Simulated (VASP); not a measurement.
Data:

```
CELL_PARAMETERS angstrom
      0.00000     2.27975     2.27975
      2.27975     0.00000     2.27975
      2.27975     2.27975     0.00000
ATOMIC_POSITIONS crystal
  Hf 0.00000 0.00000 0.00000
  N  0.50000 0.50000 0.50000
```

All values below come from RPBE GGA, VASP's PBE PAW potentials (set 64) (plane waves; VASP). Run with 520 eV cut-off, 15×15×15 Γ-centred mesh, tetrahedra with Blöchl corrections, potentials Hf_pv N.

Unless said otherwise, spin-orbit coupling is left out, though it shifts the bands of the heavy elements here.

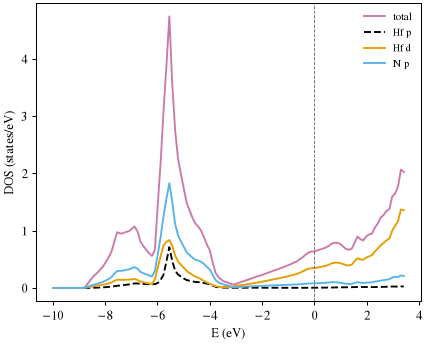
Fig. 1. Total and projected density of states, zero at the Fermi level

Within 2 eV below the Fermi level the largest weight inside VASP's projection spheres is Hf d, then N p.

It has no gap at this level: it comes out as a metal or semimetal.

The compound is HfN in the rock salt structure. It was relaxed first. The electron count is odd and the run is not spin-polarised, which forces a metal.
